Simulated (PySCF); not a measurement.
**C5H9NO (SMILES COCCCC#N): density, localisation and related maps**

The calculation's input:

```
{"job": {"xc": "WP04", "basis": "pcSseg-1", "solvent": "chloroform", "kind": "nmr", "pop": true}, "charge": 0, "multiplicity": 1}
C      2.162718     0.557808    -0.863217
O      1.258317    -0.481006    -0.649744
C      0.575703    -0.389349     0.565972
C     -0.455555    -1.495650     0.620888
C     -1.449874    -1.428420    -0.541200
C     -2.253762    -0.212089    -0.526075
N     -2.870407     0.766813    -0.489238
H      2.628183     0.405055    -1.846840
H      2.961665     0.575103    -0.095955
H      1.663886     1.546547    -0.858331
H      0.079320     0.599401     0.661318
H      1.275549    -0.481853     1.422028
H     -0.987184    -1.449298     1.583862
H      0.058324    -2.468366     0.574369
H     -0.895276    -1.460682    -1.491720
H     -2.130189    -2.293604    -0.525150
```

Run with:

```sh
OMP_NUM_THREADS=1 python ens_run.py task.json out
```

Geometry: PBE0-D3(BJ)/def2-SVP.

Theory: WP04/pcSseg-1, SCF density, in a chloroform solvent model, non-relativistic in PySCF 2.14.0.

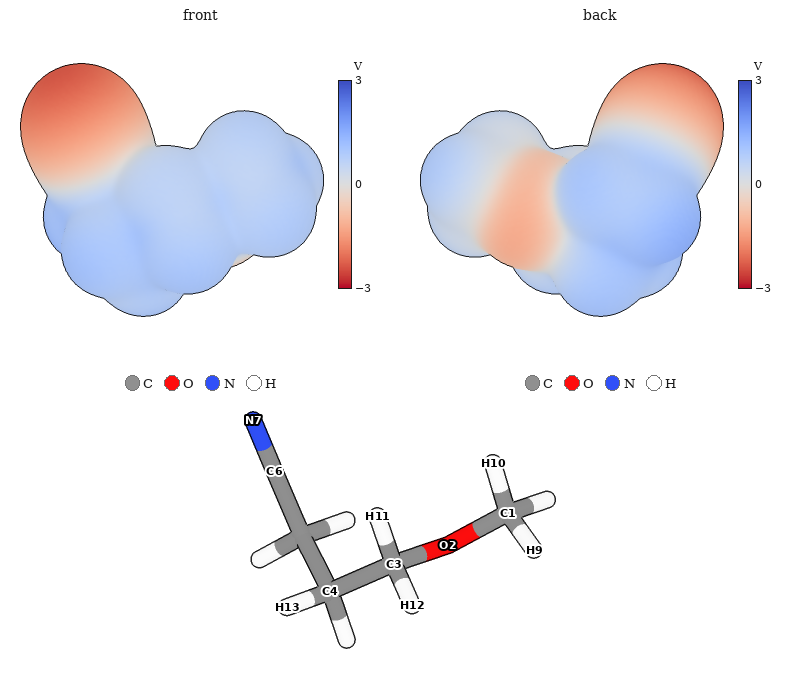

Figure 1. The electrostatic potential painted on the density surface at 0.002 e/bohr³, seen from the front and from behind; red is negative and blue positive. The bare structure is drawn below in the same view.

Where is the surface potential most negative and most positive?

The most negative region (about −2.3 V, or −53 kcal/mol for a unit charge) lies over N7, the most positive (about +1.4 V, or +32 kcal/mol for a unit charge) over H16. N7 is the likeliest acceptor of a hydrogen bond.

How polar is the molecule by this calculation?

Its dipole moment is 4.32 D.

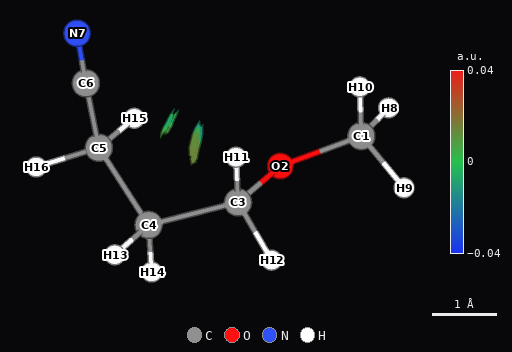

Figure 2. Non-covalent interaction (NCI) plot: the surface where the reduced density gradient is 0.5, for densities under 0.05 a.u., coloured by sign(λ₂)ρ; seen across its widest extent.

Identify the weak interactions.

Between H11 and C3 on one side and C6 and C5 on the other: a weak contact, attractive (blue-green) on one side and crowded (olive to red) on the other; near H15, O2 and C5: mostly steric crowding (olive to red).

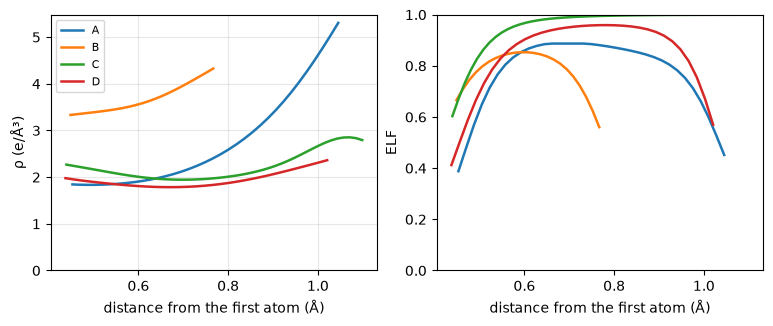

Figure 3. Electron density and ELF along straight lines between neighbouring atoms. The curves leave out the atomic cores.

Which curve belongs to which contact (C–C, C–H, C–N and C–O)? The first atom named is at distance zero.

Curve A: C–O (1.39 Å): the density is about 2.1 e/Å³ at the midpoint, with its minimum of 1.8 e/Å³ about 0.5 Å from C; the ELF peaks at about 0.90 between the atoms; a polar covalent bond. Curve B: C–N (1.16 Å): ρ at the midpoint is about 3.5 e/Å³; the ELF peaks at about 0.85 between the atoms (a multiple bond). Curve C: C–H (1.10 Å): ρ at the midpoint is about 2.1 e/Å³; the ELF climbs to about 1 towards the hydrogen, as it does in any bond to H: an ordinary covalent bond to hydrogen. Curve D: C–C (1.46 Å): ρ is about 1.8 e/Å³ halfway; the ELF peaks at about 0.95 between the atoms, as expected for localised, covalent bonding.
